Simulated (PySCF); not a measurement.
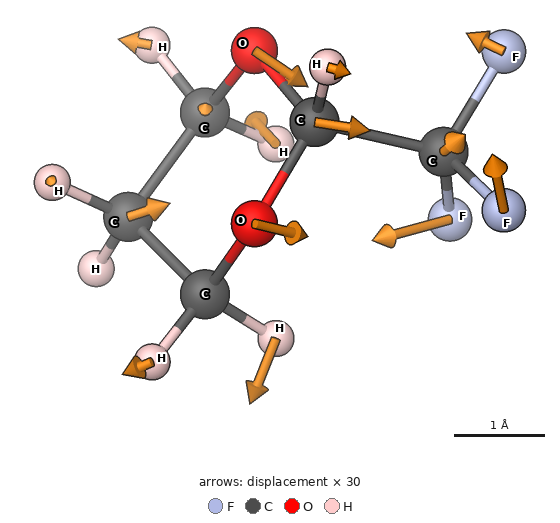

A relaxation of C₅H₇F₃O₂. The starting structure is drawn; orange arrows show the displacements, magnified 30 times. The two geometries are superimposed by the best rigid fit.

Style: ball-and-stick. Shown at a tilt.

The start comes from GFN2-xTB.

Level of theory: PBE0-D3(BJ)/def2-SVP geometry optimisation, gas phase (PySCF 2.14.0, density-fitted response routines). 

What did the optimiser do to the structure, and how much energy did it gain?

The energy falls by 0.89 kcal/mol in 9 geometry steps. The atom that moves furthest after the best rigid fit is an F atom (0.037 Å). By element the largest moves are F 0.037 Å, H 0.030 Å, O 0.027 Å, C 0.022 Å. Some distances before and after: C–C 1.560 → 1.542 Å, C–H 1.088 → 1.101 Å, C–C 1.526 → 1.517 Å, C–O 1.427 → 1.419 Å. Bond angles that change, for instance: F–C–C 115.3° → 113.3°.
